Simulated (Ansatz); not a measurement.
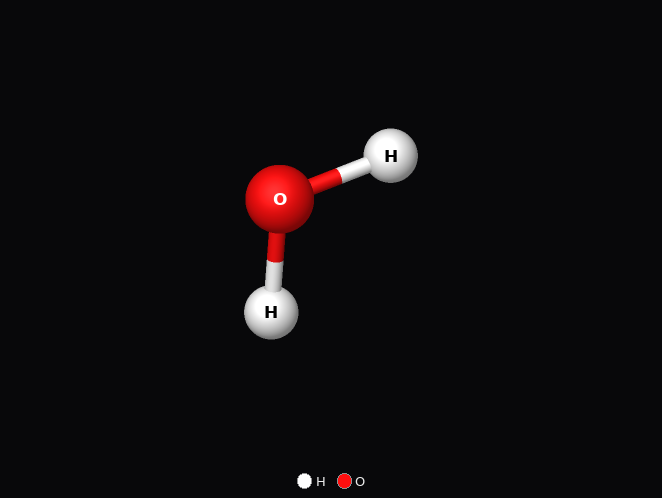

The picture shows a molecular structure as a ball-and-stick model. Every bond is drawn as one stick, whatever its order.

The geometry was computed by an optimisation with PBE0-D4/def2-TZVP.

Give the formula.

Answer. H2O, 3 atoms: 2 hydrogen and 1 oxygen.

Which point group does it belong to?

Answer. C2v.

Count the bonded pairs by element.

Answer. 2 O–H. Sticks follow a distance rule.

The parts below concern this one geometry. Atoms keep their numbers from picture to picture.

### Geometry

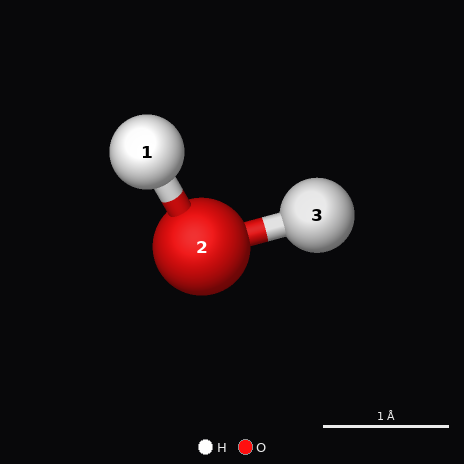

Numbered structure.

What is the geometry at O2?

Answer. O2 has 2 neighbours (H1 at 0.96, H3 at 0.96 Å); the arrangement is bent.

### Electronic properties

Properties computed with RKS PBE0-D4/def2-TZVPP (Ansatz 0.2.0).

What is the HOMO energy (Kohn–Sham orbital)?

Answer. −8.90 eV.

Give the HOMO–LUMO gap at this level.

Answer. 9.75 eV.

### Dipole moment

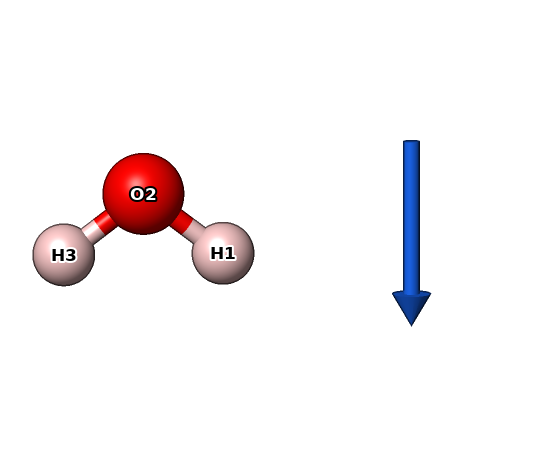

The arrow beside the molecule shows the direction of the dipole moment, from the negative to the positive end (its length means nothing). Level of theory: RKS PBE0-D4/def2-TZVP (Ansatz 0.2.0).

Estimate the dipole moment.

Answer. 2.07 D; it points from the side of O2 to the side of H1, H3 (the outermost atoms at the two ends).

### Vibrations

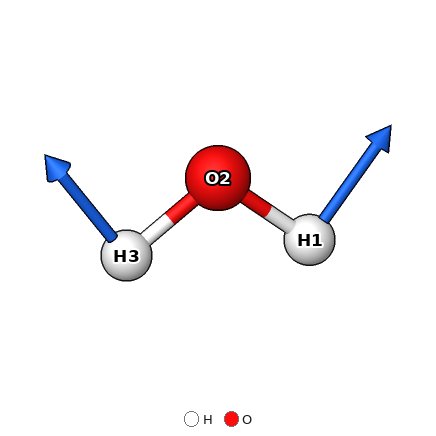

The arrows show one normal mode. Harmonic vibrations computed with RKS PBE0-D4/def2-TZVP (Ansatz 0.2.0) at a stationary point of the same level.

What kind of motion is it?

Answer. Mostly H–O–H bending.

Estimate its harmonic wavenumber.

Answer. 1623 cm⁻¹; it is mode 1 of 3 counted from the lowest.

### Charges

The questions are on Mulliken charges. Properties computed with RKS PBE0-D4/def2-TZVP (Ansatz 0.2.0).

List the Mulliken charges.

```
atom  value (e)
  H1       0.32
  O2      −0.65
  H3       0.32
```

Mulliken values depend strongly on the basis set and can even reverse the polarity of a bond.
